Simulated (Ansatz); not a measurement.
A computed series for Ge: response to strain

Start from Ge in the diamond structure (space group Fd-3m, No. 227; a = 5.6744 Å).

Strains are applied to the cell and any free atomic positions relax.

Calculations: r2SCAN/PAW in Ansatz (a program for electronic structure), scalar-relativistic without spin-orbit coupling.

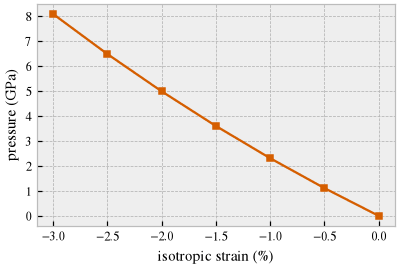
Fig. 1. Pressure against isotropic strain

Question: From the plot, what is the pressure for isotropic strain −1.50 %?

Answer: About 3.6 GPa.

Question: Is the trend monotonic over the range shown?

Answer: Yes, it falls throughout, spanning 0.01 GPa to 8.10 GPa.

No phonon test of stability was made.
